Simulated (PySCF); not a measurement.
CH4ClF3Si2, SMILES FC(F)(F)[SiH2][SiH2]Cl at its GFN2-xTB optimised geometry (Å):

```
11

F      0.7319    -0.4649    -1.2013
C      1.1093     0.0267     0.0000
F      2.4532     0.0267     0.0000
F      0.7317     1.3247     0.0000
Si     0.3285    -0.9681     1.4809
Si    -1.9659    -0.7887     1.1682
Cl    -2.8723    -1.8690     2.6165
H      0.9378    -0.3115     2.6422
H      0.9651    -2.2809     1.3327
H     -2.4141    -1.3247    -0.1190
H     -2.4532     0.5878     1.2847
```

Computed with B3LYP/def2-TZVP in PySCF. Cells within 0.4 Å of a nucleus heavier than hydrogen are left out (blank, or x).

Map of the log10 of the electron density (e/bohr³), floored at −4 on the plane z = 0.0 Å:

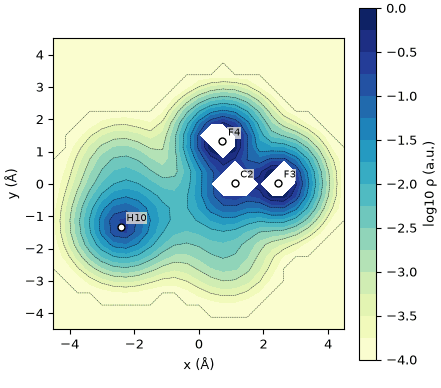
Figure: Log10 of the electron density (e/bohr³), floored at −4 on the plane z = 0.0 Å.
